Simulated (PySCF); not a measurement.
C₃H₁₀BNSi (SMILES B[SiH2]NCC=C)

```xyz
16

B     2.7392   -0.2165    0.7022
Si    1.4164    0.3579   -0.6169
N     0.0248   -0.6732   -0.5893
C    -0.7311   -0.9688    0.5992
C    -1.8237    0.0063    0.9434
C    -2.1467    1.0730    0.2381
H     3.8112    0.2521    0.6992
H     2.5297   -1.0252    1.5216
H     1.8148    0.2261   -2.0320
H     1.0851    1.8033   -0.4705
H    -0.5743   -0.6697   -1.4018
H    -1.1879   -1.9655    0.5004
H    -0.0355   -1.0172    1.4430
H    -2.3652   -0.2422    1.8475
H    -2.9455    1.7310    0.5346
H    -1.6188    1.3376   -0.6628
```

Geometry: GFN2-xTB.

The calculation used PySCF 2.14.0, PBE0/pcSseg-1, SCF density, gas phase, non-relativistic.

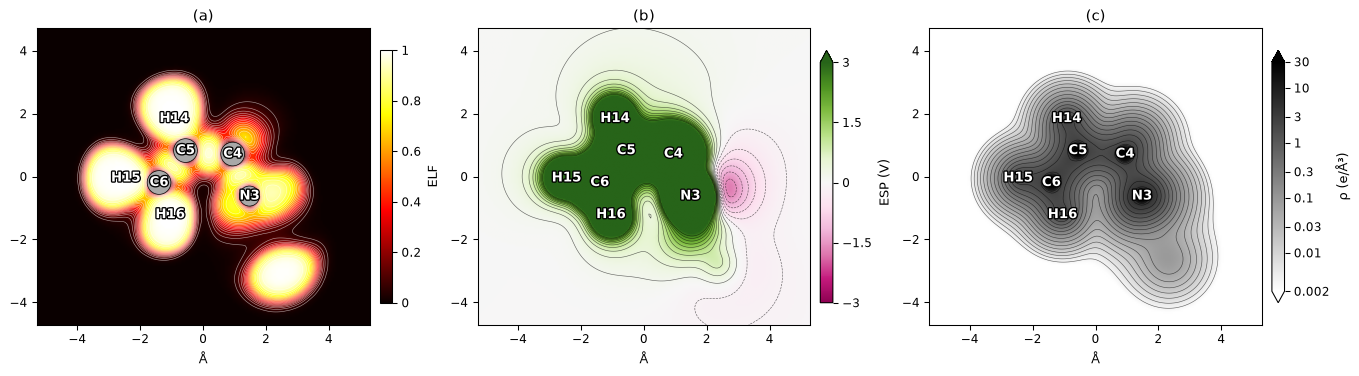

Figure 1. (a) electron localisation function; (b) molecular electrostatic potential; (c) electron density on the plane of atoms C5, C6 and H15. Grey discs cover the atomic cores in the ELF map.

> What do the fields say about this system?

- The plane passes through N, C and H nuclei.
- C–C (1.32 Å): ρ at the midpoint is about 2.3 e/Å³; the ELF peaks at about 0.90 between the atoms (a short, multiple covalent bond).
- C–N (1.44 Å): ρ at the midpoint is about 1.9 e/Å³; the ELF peaks at about 0.90 between the atoms: a shared electron pair.
- C–C (1.50 Å): ρ is about 1.7 e/Å³ halfway; the ELF peaks at about 0.95 between the atoms: a covalent bond.
- C–H (1.08 Å): ρ is about 2 e/Å³ halfway; the ELF climbs to about 1 towards the hydrogen, as it does in any bond to H: an ordinary covalent bond to hydrogen.
- The ELF also peaks beside N3, away from the bonds: lone-pair regions.
- Outside the dense part of the molecule the potential is most negative (−1.7 V) near N3.

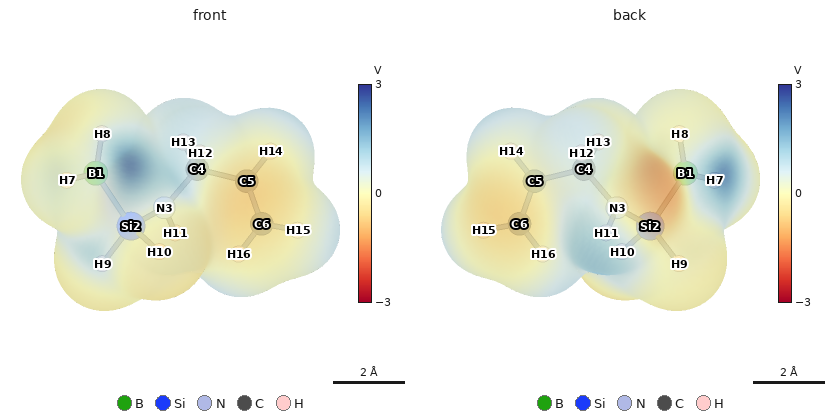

Figure 2. The molecular electrostatic potential painted on the density surface at 0.002 e/bohr³, seen from the front and from behind; red is negative and blue positive.

> Where is the surface potential most negative and most positive?

The most negative region (about −1.2 V) lies over N3, the most positive (about +2.1 V) over B1. N3 is the likeliest acceptor of a hydrogen bond.

> How polar is the molecule by this calculation?

Its dipole moment is 0.72 D.
